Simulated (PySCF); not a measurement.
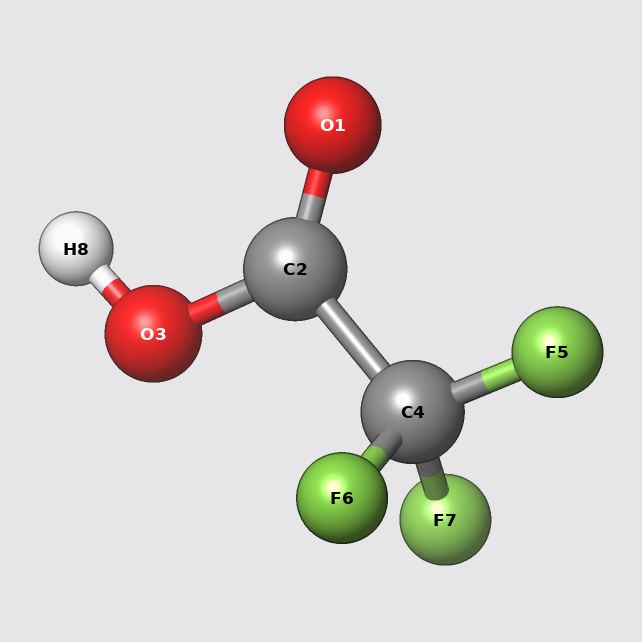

The geometry was computed by an optimisation with GFN2-xTB. No frequency run is at hand to confirm it as a minimum. Method: B3LYP/pcJ-1 indirect spin-spin coupling, non-relativistic, gas phase (PySCF 2.14.0). Isotopes: 13C, 19F, 1H, 17O.

Give the spin–spin coupling constants of these pairs, with the number of bonds between them: C2/C4, C2/O3, C2/H8, F5/F7, F6/F7, O1/F6, O1/H8.

| pair | bonds apart | J (Hz) |
| --- | --- | --- |
| C2, C4 | 1 | 112.8 |
| C2, O3 | 1 | 31.9 |
| C2, H8 | 2 | −5.4 |
| F5, F7 | 2 | 53.1 |
| F6, F7 | 2 | 99.7 |
| O1, F6 | 3 | −0.9 |
| O1, H8 | 3 | 2.3 |

Density functionals are unreliable for couplings to fluorine, so those rows may be far off.
